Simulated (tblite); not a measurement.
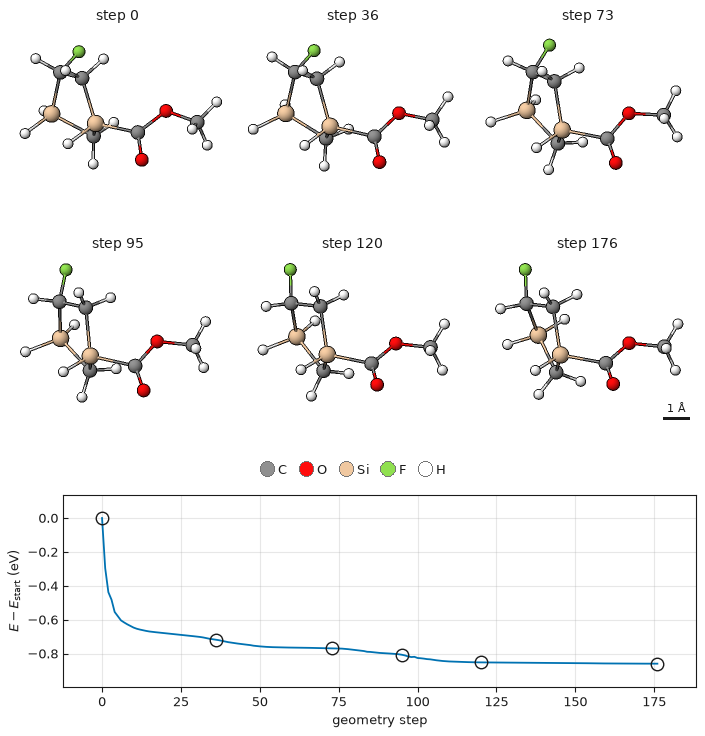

Frames of a relaxation of C5H11FO2Si2, marked on the history of the run. Style: ball-and-stick. Shown from a free direction.

Computed with tblite, GFN2-xTB geometry optimisation, gas phase. 

**Describe the path.**

An H atom moves most after the best rigid fit: 2.11 Å. By element the largest moves are H 2.11 Å, F 1.18 Å, Si 0.79 Å, C 0.55 Å, O 0.48 Å. Among the contacts that change: C–Si 1.825 → 1.915 Å, C–Si 1.851 → 1.924 Å, C–O 1.262 → 1.205 Å, C–O 1.384 → 1.337 Å. Bond angles that change, for instance: O–C–Si 123.0° → 110.5°, Si–C–Si 94.9° → 106.5°, H–C–H 115.2° → 105.9°. Groups turn about C–Si by about 75°, C–Si by about 60°, C–C by about 55°. The energy falls by 0.859 eV in 176 geometry steps. The run took 3.4 s on 1 thread of Arm Neoverse N1, with other jobs on the host. From step 0 to 36: an H atom moves most (0.53 Å), energy −0.718 eV. From step 36 to 73: an H atom moves most (0.63 Å), energy −0.051 eV. From step 73 to 95: the F atom moves most (0.57 Å), energy −0.038 eV. From step 95 to 120: the F atom moves most (0.44 Å), energy −0.045 eV. From step 120 to 176: an H atom moves most (0.59 Å), energy −0.008 eV.
